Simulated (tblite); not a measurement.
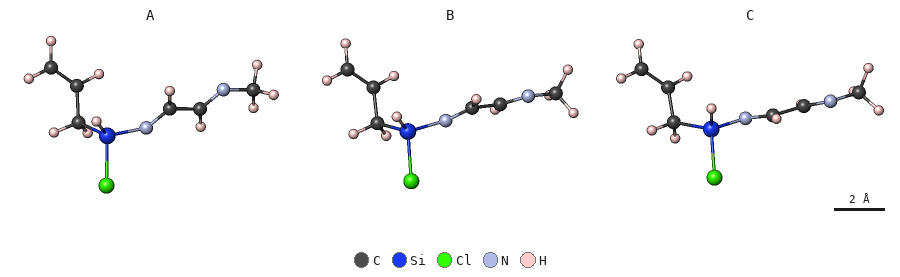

3 geometries from one relaxation of C₆H₁₁ClN₂Si, in shuffled order. The picture is a ball-and-stick view, seen at a tilt.

Theory: GFN2-xTB geometry optimisation, gas phase (tblite). 

> Order the frames from highest to lowest energy.

C, B, A. They are steps 0, 57, 151, at +45.9 kJ/mol, +4.02 kJ/mol relative to the last. The largest move after the best rigid fit is that of an H atom, 1.16 Å. Largest moves by element: H 1.16 Å, N 0.65 Å, Cl 0.51 Å, C 0.44 Å, Si 0.35 Å. Among the contacts that change: C–Si 1.853 → 1.911 Å, C–C 1.502 → 1.454 Å, H–Si 1.505 → 1.463 Å, C–N 1.454 → 1.421 Å. Among the angles between lasting bonds that change: Si–N–C 115.3° → 137.5°, N–Si–H 108.4° → 119.7°, C–N–C 113.9° → 120.8°. Groups turn about N–Si by about 55°. Over 151 geometry steps the energy falls by 45.9 kJ/mol.
